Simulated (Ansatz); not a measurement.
The starting structures come from a database of crystals and need not be the phases stable at ambient conditions.

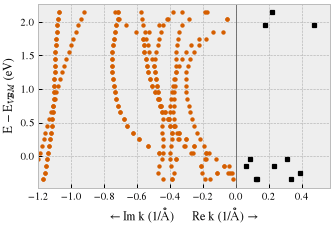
Complex bands at the centre of the two-dimensional zone; r2SCAN in Ansatz (a quantum-chemistry and plane-wave program)

The gap is the functional's own, uncorrected, and κ follows it; spin-orbit coupling is left out. Mid-gap values are interpolated between the computed energies.

This is WCl6 (R-3, not sure to be the ambient phase, 7 atoms a cell, 25.9 Å³ an atom) along the normal of (101). Read off the slowest decay at the centre of the two-dimensional zone at 0.95 eV, the computed energy nearest the middle of the gap.

κ ≈ 0.30 1/Å, a decay length 1/(2κ) of the density of 1.7 Å.
